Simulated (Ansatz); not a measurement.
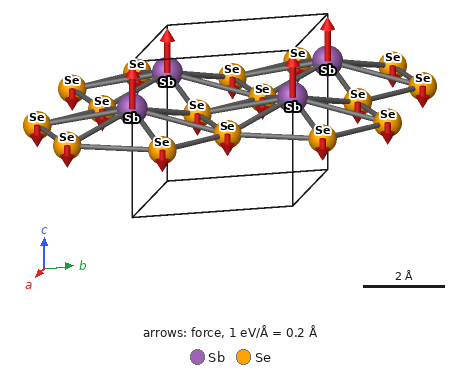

Starting geometry of crystalline SbSe$_{2}$ (a generated structure, set up in P6mm) (coarse preliminary run) with the computed forces as red arrows. The picture is a ball-and-stick view of the cell of the calculation, seen slightly off an axis.

Level of theory: DFT PBE, scalar-relativistic, plane waves, PAW (Ansatz 0.2.0).

Input file:
```yaml
crystal:
  lattice:
    - [4.16717251, 0.0, 0.0]
    - [-2.08358626, 3.60887726, 0.0]
    - [0.0, 0.0, 3.95236364]
  atoms:
    - { symbol: Sb, position: [0.0, 0.0, 0.69740558] }
    - { symbol: Se, position: [0.33333333, 0.66666667, 0.56269587] }
    - { symbol: Se, position: [0.66666667, 0.33333333, 0.56269587] }
basis:
  ecutwfc: 420
kpoints:
  mp_grid: { grid: [6, 6, 4] }
hamiltonian:
  xc: pbe
scf:
  occupations: { method: gaussian, width: 0.1 }
  lower_state_search: "off"
output:
  forces: true
  stress: true
  eigenvalues: true
relax:
  adjacent_minimum: "off"
  f_tol: 0.04
  max_steps: 70
  cell: { stress_tol: 0.4 }
```

Command:
```bash
ansatz run input.yaml --threads 1 --pin off --max-ram 2560MiB --backend cpu --events-out ev --progress --plain --runs-dir out
```

What follows when this structure is relaxed?

Answer. It isn't relaxed: the largest force vector, on Sb1, is 5.61 eV/Å. The atoms end up moving mostly along the starting forces (cosine between the two patterns 1.00). The energy falls by 1886 meV per atom in 9 accepted moves (11 points after the start). The largest force component goes from 5.6 to 0.0016 eV/Å. Pressure: 65.60 GPa at the start and 0.09 GPa at the end. The SCF was repeated twice at an unchanged geometry on a basis and grid sized afresh for the cell, which shifted the energy by 9.3 meV per atom at most. The atom that moves furthest relative to the cell is Sb1 (0.33 Å along +c). By element the largest moves are Sb 0.33 Å, Se 0.16 Å. Cell: a = b 4.167 → 4.898 Å (+17.5 %), c 3.952 → 3.732 Å (−5.6 %). Volume +30.5 %. Among the contacts that change: Sb1–Se2 2.464 → 2.996 Å, Se2–Se3 2.406 → 2.828 Å. Among the angles between lasting bonds that change: Se2–Sb1–Se3 155.0° → 141.4°, Sb1–Se3–Se2 167.5° → 160.7°, Sb1–Se3–Sb1 115.5° → 109.6°. The space group stays P6mm (No. 183).

Limits of the set-up: the k-point mesh is coarse for a cell with partly filled bands.
